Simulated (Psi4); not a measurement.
# One shape, several levels: singlet C2H6Ga+

Wanted: a comparison of 6 runs (B3LYP/6-31G*, DSD-PBEP86/6-31G*, HSE06/6-31G*, TPSSh/6-31G*, wB97X-V/6-31G*, MP3/6-31G*) of singlet C2H6Ga+. 

The results are computed with Psi4 1.11.

4 further runs of the same task are left out: 4 that didn't finish.

## 1. The structure to begin with

C2H6Ga+ has 9 atoms, charge +1, and is taken as a singlet. As SMILES of the parent species, `C[Ga]C`. The coordinates come from a PBE0-D4/def2-TZVP relaxation. That shape belongs to the parent species and isn't relaxed for this state.

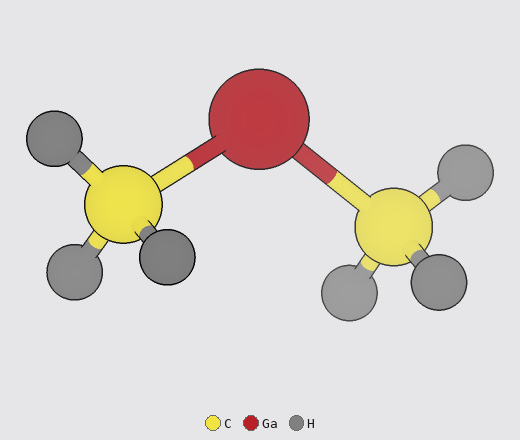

The structure, seen from a chosen angle (carbon yellow, gallium red, hydrogen grey).

## 2. Energy and forces at B3LYP/6-31G(d) (spherical functions) (run 1)

File c2h6ga.inp:

```
memory 2.2 GB

molecule system {
  1 1
  C     -1.246620     1.163020     0.175280
  Ga     0.456630     0.385560     0.873010
  C      1.273950    -1.139610    -0.126050
  H     -2.014290     0.382510     0.177460
  H     -1.092470     1.479700    -0.861100
  H     -1.602690     2.011340     0.758180
  H      2.201980    -1.496820     0.318200
  H      1.469380    -0.822030    -1.155250
  H      0.554120    -1.963680    -0.159730
  symmetry c1
}

set {
  puream               true
  e_convergence        1e-09
  d_convergence        1e-08
  scf_type             pk
  dft_radial_points    99
  dft_spherical_points 590
}

e, wfn = gradient("b3lyp/6-31G*", return_wfn=True)
oeprop(wfn, "MULLIKEN_CHARGES", "MAYER_INDICES", "WIBERG_LOWDIN_INDICES")
```

Run with:

```
$ psi4 -n 1 c2h6ga.inp c2h6ga.out
```

c2h6ga.out:

```text
[...]
  Running in c1 symmetry.
[...]
  Nuclear repulsion =  167.444230096275078
[...]
  Multiplicity = 1
[...]
  Nalpha       = 24
  Nbeta        = 24
[...]
    Number of basis functions: 72
[...]
   @RKS iter   1: -2002.37043489641496   -1.90038e+00   4.08514e-02 ADIIS/DIIS
[...]
   @RKS iter  12: -2004.15609780472369   -1.75078e-11   5.16566e-09 DIIS
[...]
    Orbital Energies [Eh]
    ---------------------
    Doubly Occupied:
       1A   -372.819067     2A    -46.210651     3A    -40.967029
       4A    -40.966234     5A    -40.962904     6A    -10.380864
       7A    -10.380850     8A     -5.778847     9A     -4.064039
      10A     -4.062679    11A     -4.052183    12A     -1.097044
      13A     -1.096493    14A     -1.092318    15A     -1.088139
      16A     -1.087324    17A     -0.894133    18A     -0.879116
      19A     -0.622172    20A     -0.604991    21A     -0.602822
      22A     -0.595371    23A     -0.594714    24A     -0.491165
[...]
  @RKS Final Energy: -2004.15609780472369
   => Energetics <=
    Nuclear Repulsion Energy =            167.4442300962750778
    One-Electron Energy =               -3110.5154721454582614
    Two-Electron Energy =                1009.6677783808398772
    DFT Exchange-Correlation Energy =     -70.7526341363803795
    Empirical Dispersion Energy =           0.0000000000000000
    VV10 Nonlocal Energy =                  0.0000000000000000
    Total Energy =                      -2004.1560978047236858
[...]
 Multipole Moments:
 ------------------------------------------------------------------------------------
     Multipole            Electronic (a.u.)      Nuclear  (a.u.)        Total (a.u.)
 ------------------------------------------------------------------------------------
 L = 1.  Multiply by 2.5417464519 to convert [e a0] to [Debye]
 Dipole X            :          3.2064567           -3.1510361            0.0554206
 Dipole Y            :          2.7071527           -2.6608883            0.0462644
 Dipole Z            :          6.1320736           -6.0217799            0.1102937
 Magnitude           :                                                    0.1318201
[...]
  -Total Gradient:
     Atom            X                  Y                   Z
    ------   -----------------  -----------------  -----------------
       1        0.006931276926    -0.018550098027    -0.015855922324
       2        0.020619851354     0.017361446652     0.039821426875
       3       -0.021111655762     0.006703801905    -0.012312606036
       4       -0.004231400931     0.006427128425    -0.005752501812
       5       -0.010304328574     0.000173403017     0.000315497938
       6        0.002963987198    -0.001877222628     0.000690887163
       7       -0.001989068736     0.002692949140     0.001267096664
       8        0.000856501278    -0.009942216714    -0.001136179730
       9        0.006267577351    -0.002986973143    -0.007032741874
[...]
  Mulliken Charges: (a.u.)
   Center  Symbol    Alpha    Beta     Spin     Total
       1     C     3.26536  3.26536  0.00000 -0.53072
       2    GA    15.21644 15.21644  0.00000  0.56712
       3     C     3.26535  3.26535  0.00000 -0.53070
       4     H     0.37539  0.37539  0.00000  0.24923
       5     H     0.37508  0.37508  0.00000  0.24984
       6     H     0.37596  0.37596  0.00000  0.24807
       7     H     0.37596  0.37596  0.00000  0.24808
       8     H     0.37522  0.37522  0.00000  0.24956
       9     H     0.37524  0.37524  0.00000  0.24952
   Total alpha = 24.00000, Total beta = 24.00000, Total charge =  1.00000
[...]
```

Wall time 25 s (1 thread of Intel Xeon Platinum 8259CL at 2.50GHz (Skylake/Cascade Lake), shared host); peak memory 1.1 GiB.

## 3. A single-point energy at DSD-PBEP86/6-31G(d) (density fitting for correlation, spherical functions) (run 2)

File run.py:

```python
import psi4

psi4.set_memory(2200000000)
psi4.set_num_threads(1)
psi4.set_output_file('output.dat', False)

molecule = psi4.geometry("""
1 1
C     -1.246620     1.163020     0.175280
Ga     0.456630     0.385560     0.873010
C      1.273950    -1.139610    -0.126050
H     -2.014290     0.382510     0.177460
H     -1.092470     1.479700    -0.861100
H     -1.602690     2.011340     0.758180
H      2.201980    -1.496820     0.318200
H      1.469380    -0.822030    -1.155250
H      0.554120    -1.963680    -0.159730
symmetry c1
""")

psi4.set_options({
    'reference': 'rks',
    'puream': True,
    'e_convergence': 1e-09,
    'd_convergence': 1e-08,
    'scf_type': 'pk',
    'dft_radial_points': 99,
    'dft_spherical_points': 590,
    'num_frozen_docc': 11,
})

e = psi4.energy('dsd-pbep86/6-31G*', molecule=molecule)
print(f'total energy {e:.8f} hartree = {e * 27.211386:.5f} eV')
```

Run with:

```
$ python run.py
```

output.dat:

```text
[...]
  Running in c1 symmetry.
[...]
  Nuclear repulsion =  167.444230096275078
[...]
  Multiplicity = 1
[...]
  Nalpha       = 24
  Nbeta        = 24
[...]
    Number of basis functions: 72
[...]
   @RKS iter   1: -2001.39213551024318   -2.90048e+00   3.69989e-02 DIIS/ADIIS
[...]
   @RKS iter  10: -2002.83564738657856    1.85310e-10   9.71776e-09 DIIS
[...]
    Orbital Energies [Eh]
    ---------------------
    Doubly Occupied:
       1A   -376.905366     2A    -47.684809     3A    -42.156759
       4A    -42.155966     5A    -42.152752     6A    -11.052224
       7A    -11.052209     8A     -6.373552     9A     -4.530979
      10A     -4.529967    11A     -4.520825    12A     -1.339431
      13A     -1.339230    14A     -1.333402    15A     -1.329758
      16A     -1.327543    17A     -1.051499    18A     -1.036558
      19A     -0.707776    20A     -0.701825    21A     -0.691868
      22A     -0.691619    23A     -0.691151    24A     -0.559383
[...]
  @RKS Final Energy: -2002.83564738657856
   => Energetics <=
    Nuclear Repulsion Energy =            167.4442300962750778
    One-Electron Energy =               -3111.1963629891279197
    Two-Electron Energy =                 965.8370852573603997
    DFT Exchange-Correlation Energy =     -24.9205997510863106
    Empirical Dispersion Energy =           0.0000000000000000
    VV10 Nonlocal Energy =                  0.0000000000000000
    Total Energy =                      -2002.8356473865787848
[...]
 Multipole Moments:
 ------------------------------------------------------------------------------------
     Multipole            Electronic (a.u.)      Nuclear  (a.u.)        Total (a.u.)
 ------------------------------------------------------------------------------------
 L = 1.  Multiply by 2.5417464519 to convert [e a0] to [Debye]
 Dipole X            :          3.3192256           -3.1510361            0.1681894
 Dipole Y            :          2.8023247           -2.6608883            0.1414364
 Dipole Z            :          6.3481377           -6.0217799            0.3263578
 Magnitude           :                                                    0.3934480
[...]
```

The script printed:

```text
total energy -2003.09334952 hartree = -54506.94633 eV
```

Wall time 14 s (1 thread of Intel Xeon Platinum 8259CL at 2.50GHz (Skylake/Cascade Lake), shared host); peak memory 1.1 GiB.

Runs 3 to 4 aren't shown in full; the table further down has their settings and results.

## 4. A single-point energy at wB97X-V/6-31G(d) (spherical functions) (run 5)

File c2h6ga.in:

```
memory 2.2 GB

molecule {
  1 1
  C     -2.35577038     2.19778928     0.33123120
  Ga     0.86290564     0.72860280     1.64974980
  C      2.40741660    -2.15355079    -0.23819998
  H     -3.80645644     0.72283914     0.33535080
  H     -2.06446910     2.79622775    -1.62724317
  H     -3.02864516     3.80088174     1.43275255
  H      4.16113913    -2.82857986     0.60131085
  H      2.77672577    -1.55341157    -2.18310611
  H      1.04713504    -3.71081740    -0.30184595
  units au
  symmetry c1
}

set globals {
  basis                6-31G*
  puream               true
  e_convergence        1e-09
  d_convergence        1e-08
  scf_type             pk
  dft_radial_points    99
  dft_spherical_points 590
}

energy('wb97x-v')
```

Run with:

```
$ psi4 -n 1 c2h6ga.in c2h6ga.out
```

c2h6ga.out:

```text
[...]
  Running in c1 symmetry.
[...]
  Nuclear repulsion =  167.444230213032398
[...]
  Multiplicity = 1
[...]
  Nalpha       = 24
  Nbeta        = 24
[...]
    Number of basis functions: 72
[...]
   @RKS iter   1: -2002.20097224895835   -2.33326e+00   3.99152e-02 ADIIS/DIIS
[...]
   @RKS iter  12: -2003.89831077980239   -1.81899e-12   4.93738e-09 DIIS
[...]
    Orbital Energies [Eh]
    ---------------------
    Doubly Occupied:
       1A   -372.657148     2A    -46.249526     3A    -40.997223
       4A    -40.996430     5A    -40.992637     6A    -10.475132
       7A    -10.475112     8A     -5.888370     9A     -4.174918
      10A     -4.173396    11A     -4.161068    12A     -1.211224
      13A     -1.210650    14A     -1.205538    15A     -1.201153
      16A     -1.200295    17A     -1.019819    18A     -1.003527
      19A     -0.723178    20A     -0.707828    21A     -0.704684
      22A     -0.696767    23A     -0.696391    24A     -0.582721
[...]
  @RKS Final Energy: -2003.89831077980239
   => Energetics <=
    Nuclear Repulsion Energy =            167.4442302130323981
    One-Electron Energy =               -3110.4241353627953686
    Two-Electron Energy =                1005.9713138270570880
    DFT Exchange-Correlation Energy =     -67.0884076997703431
    Empirical Dispersion Energy =           0.0000000000000000
    VV10 Nonlocal Energy =                  0.1986882426739544
    Total Energy =                      -2003.8983107798021592
[...]
 Multipole Moments:
 ------------------------------------------------------------------------------------
     Multipole            Electronic (a.u.)      Nuclear  (a.u.)        Total (a.u.)
 ------------------------------------------------------------------------------------
 L = 1.  Multiply by 2.5417464519 to convert [e a0] to [Debye]
 Dipole X            :          3.2635143           -3.1510361            0.1124781
 Dipole Y            :          2.7553003           -2.6608883            0.0944120
 Dipole Z            :          6.2414761           -6.0217799            0.2196962
 Magnitude           :                                                    0.2642563
[...]
```

Wall time 4 min (1 thread of Intel Xeon Platinum 8259CL at 2.50GHz (Skylake/Cascade Lake), shared host); peak memory 1.1 GiB.

## 5. The energy at MP3/6-31G(d) (spherical functions) (run 6)

File job.json:

```json
{
  "schema_name": "qcschema_input",
  "schema_version": 1,
  "molecule": {
    "schema_name": "qcschema_molecule",
    "schema_version": 2,
    "symbols": ["C", "Ga", "C", "H", "H", "H", "H", "H", "H"],
    "geometry": [-2.35577038, 2.19778928, 0.3312312, 0.86290564, 0.7286028, 1.6497498, 2.4074166, -2.15355079, -0.23819998, -3.80645644, 0.72283914, 0.3353508, -2.0644691, 2.79622775, -1.62724317, -3.02864516, 3.80088174, 1.43275255, 4.16113913, -2.82857986, 0.60131085, 2.77672577, -1.55341157, -2.18310611, 1.04713504, -3.7108174, -0.30184595],
    "molecular_charge": 1,
    "molecular_multiplicity": 1,
    "fix_symmetry": "c1",
    "fix_com": true,
    "fix_orientation": true
  },
  "driver": "energy",
  "model": {
    "method": "mp3",
    "basis": "6-31G*"
  },
  "keywords": {
    "puream": true,
    "e_convergence": 1e-09,
    "d_convergence": 1e-08,
    "scf_type": "pk",
    "num_frozen_docc": 11,
    "mp_type": "conv"
  }
}
```

Run with:

```
$ psi4 --qcschema job.json -n 1 --memory 2200MB
```

stdout:

```text
[...]
  Running in c1 symmetry.
[...]
  Nuclear repulsion =  167.444230213032398
[...]
  Multiplicity = 1
[...]
  Nalpha       = 24
  Nbeta        = 24
[...]
    Number of basis functions: 72
[...]
   @RHF iter   1: -2000.56799737861820   -3.38253e+00   3.53576e-02 ADIIS/DIIS
[...]
   @RHF iter  11: -2001.91422601560544   -2.50111e-12   4.12883e-09 DIIS
[...]
    Orbital Energies [Eh]
    ---------------------
    Doubly Occupied:
       1A   -379.098485     2A    -48.474505     3A    -42.805248
       4A    -42.804459     5A    -42.801474     6A    -11.417489
       7A    -11.417474     8A     -6.682582     9A     -4.774651
      10A     -4.773890    11A     -4.766147    12A     -1.465409
      13A     -1.465336    14A     -1.459045    15A     -1.455578
      16A     -1.452862    17A     -1.127983    18A     -1.113096
      19A     -0.753147    20A     -0.748289    21A     -0.738720
      22A     -0.737949    23A     -0.726487    24A     -0.589910
[...]
  @RHF Final Energy: -2001.91422601560544
   => Energetics <=
    Nuclear Repulsion Energy =            167.4442302130323981
    One-Electron Energy =               -3111.4164831186035372
    Two-Electron Energy =                 942.0580268899656176
    Total Energy =                      -2001.9142260156054363
[...]
 Multipole Moments:
 ------------------------------------------------------------------------------------
     Multipole            Electronic (a.u.)      Nuclear  (a.u.)        Total (a.u.)
 ------------------------------------------------------------------------------------
 L = 1.  Multiply by 2.5417464519 to convert [e a0] to [Debye]
 Dipole X            :        -25.3249652           26.1453814            0.8204162
 Dipole Y            :        -21.3870443           22.0792575            0.6922133
 Dipole Z            :        -48.3848863           49.9576501            1.5727638
 Magnitude           :                                                    1.9041607
[...]
	SCS-MP2 Total Energy (a.u.)        : -2002.38514637085882
	SOS-MP2 Total Energy (a.u.)        : -2002.37616173446713
[...]
	SOS-PI-MP2 Total Energy (a.u.)     : -2002.41169525130272
[...]
	MP2 Total Energy (a.u.)            : -2002.40311564364197
[...]
	SCS-MP3 Total Energy (a.u.)        : -2002.38540850203708
[...]
	MP3 Total Energy (a.u.)            : -2002.40416416835524
[...]
```

The result, in JSON:

```text
{
 "driver": "energy",
 "model": {
  "method": "mp3",
  "basis": "6-31G*"
 },
 "success": true,
 "return_result": -2002.4041641683552,
 "properties": {
  "calcinfo_nbasis": 72,
  "calcinfo_nmo": 72,
  "calcinfo_nalpha": 24,
  "calcinfo_nbeta": 24,
  "calcinfo_natom": 9,
  "nuclear_repulsion_energy": 167.4442302130324,
  "return_energy": -2002.4041641683552,
  "scf_one_electron_energy": -3111.4164831186035,
  "scf_two_electron_energy": 942.0580268899656,
  "scf_dipole_moment": [0.8204162072805836, 0.6922132623025306, 1.5727638278362477],
  "scf_total_energy": -2001.9142260156054,
  "scf_iterations": 11,
  "mp2_same_spin_correlation_energy": -0.13355445968141208,
  "mp2_opposite_spin_correlation_energy": -0.3553351683551474,
  "mp2_singles_energy": 0.0,
  "mp2_doubles_energy": -0.4888896280365595,
  "mp2_correlation_energy": -0.4888896280365316,
  "mp2_total_energy": -2002.403115643642
 }
}
```

Wall time 7.2 s (1 thread of Intel Xeon Platinum 8259CL at 2.50GHz (Skylake/Cascade Lake), shared host); peak memory 0.37 GiB.

## 6. Overview of the runs

| run | level | task | frozen core orbitals | energy (Eh) | HOMO energy (eV) | LUMO energy (eV) | HOMO–LUMO gap (eV) | wall time |
| --- | --- | --- | --- | --- | --- | --- | --- | --- |
| 1 | B3LYP/6-31G* (spherical functions) | gradient | 0 | -2004.156098 | -13.37 | -9.29 | 4.08 | 25 s |
| 2 | DSD-PBEP86/6-31G* (density fitting for correlation, spherical functions) | energy | 11 | -2003.093350 | -15.22 | -7.14 | 8.08 | 14 s |
| 3 | HSE06/6-31G* (spherical functions) | energy | 0 | -2003.749423 | -13.21 | -9.40 | 3.82 | 59 s |
| 4 | TPSSh/6-31G* (spherical functions) | gradient | 0 | -2004.093356 | -12.98 | -9.35 | 3.62 | 66 s |
| 5 | wB97X-V/6-31G* (spherical functions) | energy | 0 | -2003.898311 | -15.86 | -6.94 | 8.91 | 4 min |
| 6 | MP3/6-31G* (spherical functions) | energy | 11 | -2002.404164 | -16.05 | -5.90 | 10.15 | 7.2 s |

## 7. Results

| quantity | value |
| --- | --- |
| run 6: total energy | -2002.40416 Eh |
| run 6: HOMO energy (Hartree–Fock orbitals) | -16.05 eV |
| run 6: LUMO energy (Hartree–Fock orbitals) | -5.90 eV |
| run 6: HOMO–LUMO gap (Hartree–Fock orbitals) | 10.15 eV |
| run 6: correlation energy (11 core orbitals frozen) | -489.9 mEh |

In words: Over runs 1, 2, 3, 4, 5 the HOMO–LUMO gap runs from 3.62 eV (TPSSh/6-31G*) to 8.91 eV (wB97X-V/6-31G*). Totals of different functionals can't be ranked against each other. All runs together took 6.8 min, the longest 4 min.
